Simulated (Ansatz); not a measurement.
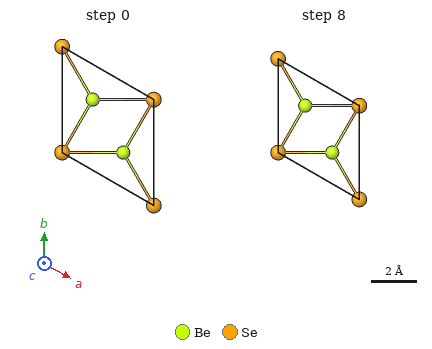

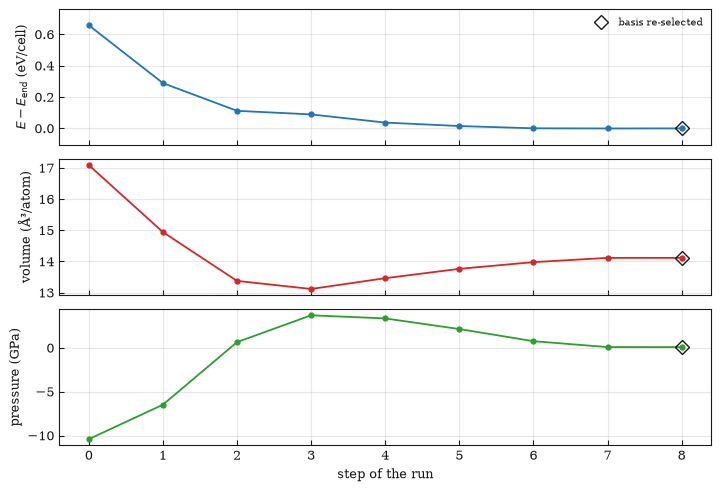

First and last geometry of a relaxation of crystalline Be2Se (a generated structure, set up in P6/mmm) (coarse preliminary run), with the history of the run. The picture is a ball-and-stick view of the cell of the calculation, seen along the c axis.

Method: DFT PBE, scalar-relativistic, plane waves, PAW in Ansatz 0.2.0.

Input file:
```yaml
crystal:
  lattice:
    - [4.73434052, 0.0, 0.0]
    - [-2.36717026, 4.10005916, 0.0]
    - [0.0, 0.0, 2.64144475]
  atoms:
    - { symbol: Be, position: [0.33333333, 0.66666667, 0.5] }
    - { symbol: Be, position: [0.66666667, 0.33333333, 0.5] }
    - { symbol: Se, position: [0.0, 0.0, 0.5] }
basis:
  ecutwfc: 420
kpoints:
  mp_grid: { grid: [6, 6, 6] }
hamiltonian:
  xc: pbe
scf:
  occupations: { method: gaussian, width: 0.1 }
  lower_state_search: "off"
output:
  forces: true
  stress: true
  eigenvalues: true
relax:
  adjacent_minimum: "off"
  f_tol: 0.04
  max_steps: 70
  cell: { stress_tol: 0.4 }
```

Run as
```bash
ansatz run input.yaml --threads 1 --pin off --max-ram 2560MiB --backend cpu --events-out ev --progress --plain --runs-dir out
```

Question: Read the history and describe the run.

Answer: It converged. After 7 accepted moves (8 points after the start) the energy has fallen by 0.658 eV per cell of the calculation. All forces vanish by symmetry, so only the cell relaxes. Pressure: −10.41 GPa at the start and 0.09 GPa at the end. At 1 point the geometry stayed and the basis and grid were re-selected for the new cell (energy shift of 0.5 meV per cell of the calculation at most each time). The atoms keep their places relative to the cell (all moves are under 0.005 Å). Cell: a = b 4.734 → 4.191 Å (−11.5 %), c 2.641 → 2.784 Å (+5.4 %). Volume −17.4 %. Some distances before and after: Be1–Se3 2.733 → 2.420 Å, Se3–Se3 2.641 → 2.784 Å. The space group stays P6/mmm (No. 191). The run took 9.2 s on 1 thread of AMD EPYC 7R43 64-Core Processor (Zen 3) (shared host), peak memory 0.38 GiB.

Limits of the set-up: the k-point mesh is coarse for a cell with partly filled bands.
